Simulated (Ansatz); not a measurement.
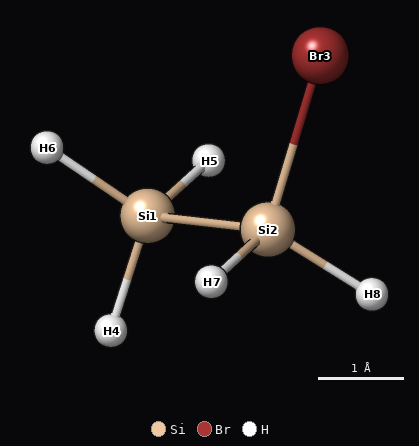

Figure 1. The structure as given in the input (ball-and-stick view, seen at a tilt; atoms are numbered from 1 in the order of the input). Bond lengths as drawn: Br–Si 2.23 Å, H–Si 1.48 to 1.49 Å and Si–Si 2.34 Å.

Single-point calculation, with input and output: Si₂H₅Br (charge −1)

System: Si₂H₅Br, charge −1, multiplicity 2.
Method: MP2/def2-TZVPD, ROHF (Ansatz 0.2.0).

The geometry is that of the parent species in another charge or spin state. The geometry comes from this level: PBE0-D4/def2-TZVP.

The program's output:
```
Functional definition: HF
  name "HF"
  exchange = exact_x
  correlation = 0
612 factors; integrals over basis functions are off by at most 6.2e-1 eV
715 factors; integrals over basis functions are off by at most 1.3e2 eV
mean field evaluation 1: about -85800.3953 eV, gradient 2.3e1 eV
mean field evaluation 2: about -85802.1433 eV, gradient 1.5e1 eV
mean field evaluation 4: about -85803.0009 eV, gradient 1.4e0 eV
mean field evaluation 8: about -85803.0521 eV, gradient 2.0e-2 eV
mean field evaluation 16: about -85803.0475 eV, gradient 3.7e-1 eV
mean field evaluation 32: about -85802.5061 eV, gradient 1.6e0 eV
mean field evaluation 64: about -85803.0054 eV, gradient 5.4e-1 eV
mean field -85803.05209674 eV, -3153.2040051577 hartree, gradient 1.4e-6 eV, S^2 0.750000; 12 other end points of the search recorded, 0 dependent functions left out
mean field evaluation 96: about -85803.0502 eV, gradient 5.5e-1 eV
mean field evaluation 128: about -85802.4404 eV, gradient 2.0e0 eV
19 core orbitals not correlated: weight in the atoms' cores, before any rotation towards them, 1.000 or more for the frozen orbitals, at most 0.000 for the correlated occupied ones
reference -85803.05209674 eV, -3153.2040051577 hartree; 16, 15 occupied and 153, 154 virtual orbitals, 715 factors
second order -14.34316000 eV of doubles, -0.00209916 eV of singles
Total energy: -85817.39735590 eV, -3153.7311837082 hartree
```

This output came from the following input.

Input:
```yaml
crystal:
  periodic: [false, false, false]
  atoms:
    - symbol: Si
      position_ang: [-0.690000, 0.902700, -0.398400]
    - symbol: Si
      position_ang: [0.515800, -0.969400, 0.308800]
    - symbol: Br
      position_ang: [2.500800, -0.280200, 1.059200]
    - symbol: H
      position_ang: [-2.023500, 0.479600, -0.905700]
    - symbol: H
      position_ang: [0.056200, 1.586200, -1.486000]
    - symbol: H
      position_ang: [-0.870900, 1.834000, 0.744600]
    - symbol: H
      position_ang: [-0.159800, -1.684200, 1.420900]
    - symbol: H
      position_ang: [0.763500, -1.925900, -0.799300]
basis:
  gaussian:
    orbitals: def2-TZVPD
    fitting: {mean_field: def2-universal-jkfit, correlation: aug-cc-pVTZ-rifit.json}
total_charge: -1
magnetization: {spin_polarized: false, initial_magnetization: 1}
correlation: {method: mp2}
accuracy: low
output: {orbitals: {seedname: orbitals}}
```

Run as:
```bash
ansatz run run.yaml --threads 1 --pin off --max-ram 2610MiB --events-out events.jsonl --progress --plain --runs-dir runs
```

Summary:

- outcome: converged
- total energy: −3153.731184 hartree
- SCF energy: −3153.204005 hartree
- MP2 energy: −3153.731184 hartree
- correlation energy: −0.527179 hartree
- basis functions: 188
- ⟨S²⟩: 0.750
- SCF solution under orbital rotations: stable
- HOMO of the SCF reference (either spin): 3.23 eV
- LUMO of the SCF reference (either spin): 3.99 eV
- hardware: 1 thread of Intel Xeon (Sapphire Rapids), 176 GiB of memory available, shared host
- wall time: 86 s
- peak memory: 0.51 GiB

Remarks:

The input asks for low accuracy.
